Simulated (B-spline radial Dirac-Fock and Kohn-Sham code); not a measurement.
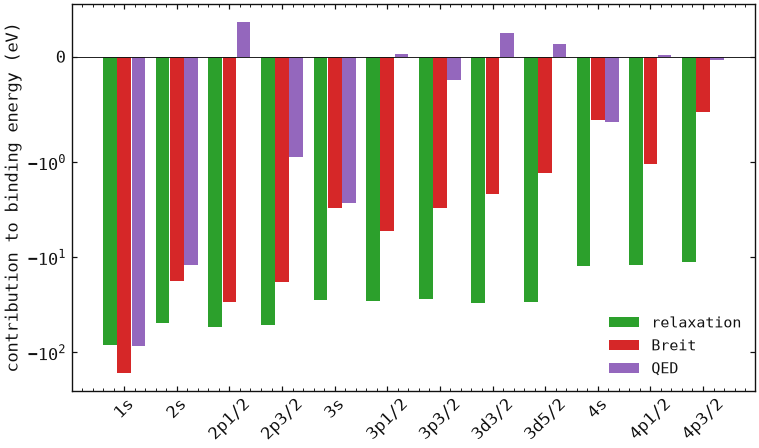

Bars give the relaxation, Breit and QED contributions (eV) to the binding energies of the deepest subshells, counted from the Koopmans value, on an axis that is logarithmic beyond ±1 eV. Species: neutral Ho ([Xe] 4f10 5d1 6s2), which is not the ground configuration. Method: Dirac–Fock ΔSCF (average of configuration, Fermi nucleus, Breit and QED terms, no correlation) (computed with a radial B-spline solver). Open shells are averaged over j.

Which correction is largest for 1s?

Answer. Breit, −165 eV.

For which subshell is the relaxation energy largest in size?

Answer. 1s, −83.2 eV.

How does the QED term of 2p1/2 compare with that of 1s?

Answer. 0.33 eV against −85.8 eV; the QED terms are weighted to the region near the nucleus, where s electrons have the most density. Its sign is opposite here.
